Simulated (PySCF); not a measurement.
# CH₈NP₂Si (SMILES C[N][SiH](P)P) (doublet): what the fields show

```xyz
13

C     2.2108   -0.3904   -0.4790
N     0.8009   -0.2852   -0.3748
Si   -0.2550    0.1847    0.7951
P    -1.7788   -1.5086    1.0672
P    -1.6382    1.7730   -0.1329
H     2.5105   -1.4271   -0.2918
H     2.5059   -0.1465   -1.5033
H     2.7579    0.2479    0.2192
H    -0.0346    0.6962    2.1611
H    -2.8925   -0.7408    0.7567
H    -1.6869   -2.0090   -0.2178
H    -0.6236    2.5156   -0.7062
H    -1.8808    1.0906   -1.3113
```

Geometry: GFN2-xTB.

All numbers below come from UKS B3LYP, pcH-1 on C H N P Si, non-relativistic, mean-field spin-orbit, GIAO (PySCF 2.14.0, density-fitted response routines).

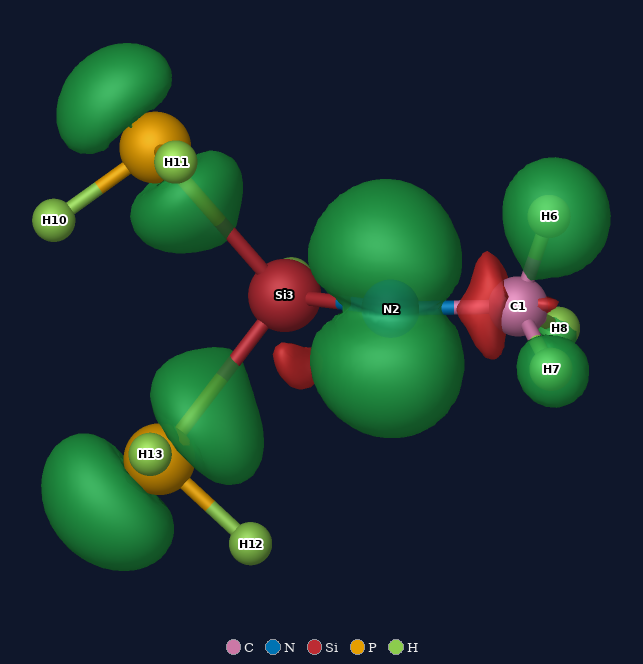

Figure 1. Isosurfaces of the spin density (α minus β) at +0.015 (green) and −0.015 e/Å³ (red), seen at an oblique angle.

Q: Which atoms carry the spin?

A: The unpaired spin (1 electron) lies mostly on N2 (about 0.6), P5 (about 0.1) and P4 (about 0.1), in electrons by Hirshfeld's partition.

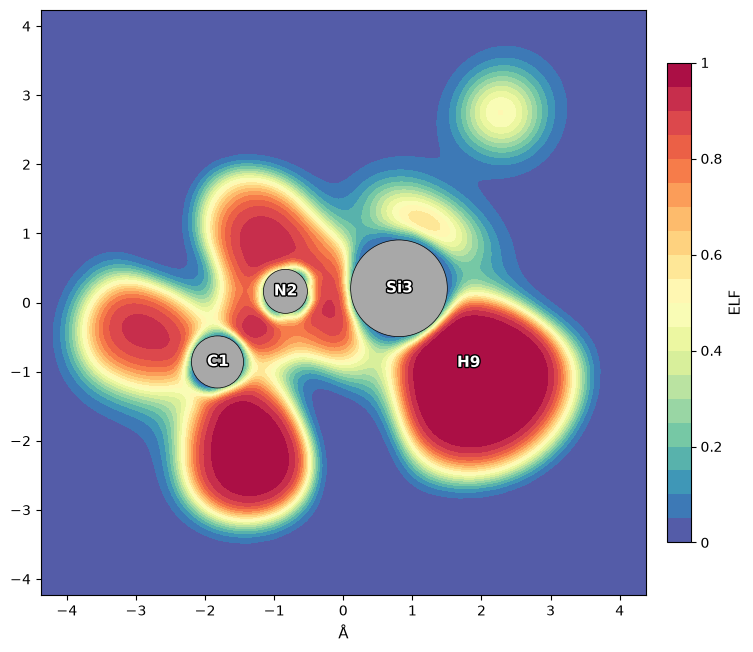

Figure 2. Electron localisation function on the plane of atoms N2, Si3 and H9. Grey discs cover the atomic cores.

Q: Interpret the plot.

A: Atoms in the plane: C, N, Si and H. C–N (1.42 Å): the ELF peaks at about 0.90 between the atoms, as expected for a shared electron pair. Si–N (1.64 Å): the ELF peaks at about 0.90 between the atoms; a short, strongly polar bond. Si–H (1.48 Å): the ELF climbs to about 1 towards the hydrogen, as it does in any bond to H. The ELF also peaks beside N2, away from the bonds: non-bonding electrons, paired or unpaired.

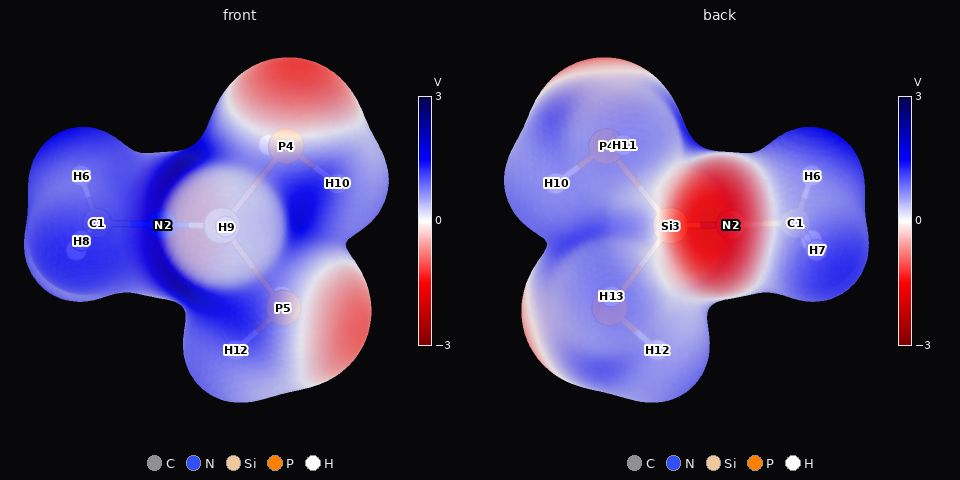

Figure 3. The molecular electrostatic potential painted on the density surface at 0.004 e/bohr³, seen from the front and from behind; the colour scale runs from red (negative) to blue (positive).

Q: Describe the electrostatic potential map.

A: The most negative region (about −1.6 V) lies over N2, the most positive (about +2.0 V) over Si3. N2 is the likeliest acceptor of a hydrogen bond.
